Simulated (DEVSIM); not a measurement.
Structure: Si n-i-p diode, at 400 K.

| layer (left to right) | material | thickness (μm) | Nd (cm⁻³) | Na (cm⁻³) | τn (s) | τp (s) |
|---|---|---|---|---|---|---|
| 1 | Si | 0.660 | 6e18 | - | 1.2e-6 | 1.2e-6 |
| 2 | Si | 0.820 | - | 2.3e12 | 1.2e-6 | 1.2e-6 |
| 3 | Si | 3.30 | - | 1e17 | 1.2e-6 | 1.2e-6 |

Left contact: ohmic. Right contact: ohmic. Voltage is applied to the left contact. Recombination: SRH at mid-gap, radiative. Mobility is constant in doping.

The device is made up for the run: typed textbook-type constants, with dimensions and the other settings drawn at random. Values at 300 K; Nc and Nv go as T^1.5, mobilities as T to minus their exponent, the gap by Varshni's rule with the affinity fixed.

| parameter | Si |
|---|---|
| gap (eV) | 1.124 |
| affinity (eV) | 4.05 |
| permittivity | 11.7 |
| Nc (cm⁻³) | 2.86e19 |
| Nv (cm⁻³) | 3.1e19 |
| μn (cm²/Vs) | 1417 |
| μp (cm²/Vs) | 470 |
| T exponent of μn | 2.3 |
| T exponent of μp | 2.2 |
| B (cm³/s) | 4.7e-15 |
| Varshni α (eV/K) | 0.000473 |
| Varshni β (K) | 636 |

Simulated with DEVSIM: 1D drift-diffusion, Boltzmann statistics, complete ionisation; no tunnelling, impact ionisation, image-force lowering or self-heating.

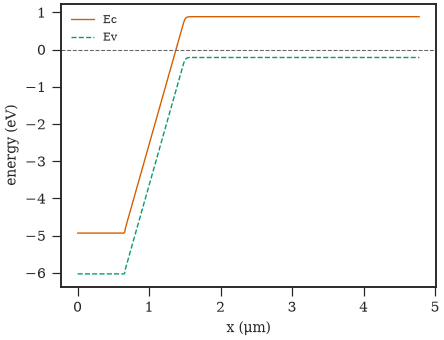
*Band edges at 5.0 V on the left contact*

Energies count from the Fermi level of the right contact; mesh points crowd at the junctions.

```json
[
 {"x (μm)": "0.000", "Ec (eV)": "-4.931", "Ev (eV)": "-6.028", "n (cm⁻³)": "6.0e18", "p (cm⁻³)": "5400000", "field (V/cm)": "≈ 0"},
 {"x (μm)": "0.03366", "Ec (eV)": "-4.931", "Ev (eV)": "-6.028", "n (cm⁻³)": "6.0e18", "p (cm⁻³)": "5100000", "field (V/cm)": "≈ 0"},
 {"x (μm)": "0.1059", "Ec (eV)": "-4.931", "Ev (eV)": "-6.028", "n (cm⁻³)": "6.0e18", "p (cm⁻³)": "4500000", "field (V/cm)": "≈ 0"},
 {"x (μm)": "0.2768", "Ec (eV)": "-4.931", "Ev (eV)": "-6.028", "n (cm⁻³)": "6.0e18", "p (cm⁻³)": "3100000", "field (V/cm)": "≈ 0"},
 {"x (μm)": "0.5422", "Ec (eV)": "-4.931", "Ev (eV)": "-6.028", "n (cm⁻³)": "6.0e18", "p (cm⁻³)": "950000", "field (V/cm)": "≈ 0"},
 {"x (μm)": "0.6234", "Ec (eV)": "-4.931", "Ev (eV)": "-6.028", "n (cm⁻³)": "6.0e18", "p (cm⁻³)": "290000", "field (V/cm)": "≈ 0"},
 {"x (μm)": "0.6587", "Ec (eV)": "-4.910", "Ev (eV)": "-6.006", "n (cm⁻³)": "3.2e18", "p (cm⁻³)": "23000", "field (V/cm)": "100000"},
 {"x (μm)": "0.7065", "Ec (eV)": "-4.542", "Ev (eV)": "-5.638", "n (cm⁻³)": "7.4e13", "p (cm⁻³)": "74000", "field (V/cm)": "68000"},
 {"x (μm)": "0.7957", "Ec (eV)": "-3.936", "Ev (eV)": "-5.033", "n (cm⁻³)": "5400000", "p (cm⁻³)": "1200000", "field (V/cm)": "68000"},
 {"x (μm)": "1.010", "Ec (eV)": "-2.485", "Ev (eV)": "-3.582", "n (cm⁻³)": "2700000", "p (cm⁻³)": "4300000", "field (V/cm)": "68000"},
 {"x (μm)": "1.287", "Ec (eV)": "-0.603", "Ev (eV)": "-1.699", "n (cm⁻³)": "1400000", "p (cm⁻³)": "8100000", "field (V/cm)": "68000"},
 {"x (μm)": "1.434", "Ec (eV)": "0.391", "Ev (eV)": "-0.706", "n (cm⁻³)": "660000", "p (cm⁻³)": "6.1e10", "field (V/cm)": "68000"},
 {"x (μm)": "1.475", "Ec (eV)": "0.668", "Ev (eV)": "-0.428", "n (cm⁻³)": "510000", "p (cm⁻³)": "1.9e14", "field (V/cm)": "68000"},
 {"x (μm)": "1.502", "Ec (eV)": "0.815", "Ev (eV)": "-0.281", "n (cm⁻³)": "770000", "p (cm⁻³)": "1.4e16", "field (V/cm)": "35000"},
 {"x (μm)": "1.605", "Ec (eV)": "0.884", "Ev (eV)": "-0.213", "n (cm⁻³)": "8100000", "p (cm⁻³)": "1.0e17", "field (V/cm)": "69"},
 {"x (μm)": "1.816", "Ec (eV)": "0.884", "Ev (eV)": "-0.213", "n (cm⁻³)": "2.9e7", "p (cm⁻³)": "1.0e17", "field (V/cm)": "≈ 0"},
 {"x (μm)": "2.329", "Ec (eV)": "0.884", "Ev (eV)": "-0.213", "n (cm⁻³)": "8.0e7", "p (cm⁻³)": "1.0e17", "field (V/cm)": "≈ 0"},
 {"x (μm)": "3.435", "Ec (eV)": "0.884", "Ev (eV)": "-0.213", "n (cm⁻³)": "1.9e8", "p (cm⁻³)": "1.0e17", "field (V/cm)": "≈ 0"},
 {"x (μm)": "4.378", "Ec (eV)": "0.884", "Ev (eV)": "-0.213", "n (cm⁻³)": "2.8e8", "p (cm⁻³)": "1.0e17", "field (V/cm)": "≈ 0"},
 {"x (μm)": "4.621", "Ec (eV)": "0.884", "Ev (eV)": "-0.213", "n (cm⁻³)": "3.1e8", "p (cm⁻³)": "1.0e17", "field (V/cm)": "≈ 0"},
 {"x (μm)": "4.729", "Ec (eV)": "0.884", "Ev (eV)": "-0.213", "n (cm⁻³)": "3.2e8", "p (cm⁻³)": "1.0e17", "field (V/cm)": "≈ 0"},
 {"x (μm)": "4.780", "Ec (eV)": "0.884", "Ev (eV)": "-0.213", "n (cm⁻³)": "3.2e8", "p (cm⁻³)": "1.0e17", "field (V/cm)": "≈ 0"}
]
```
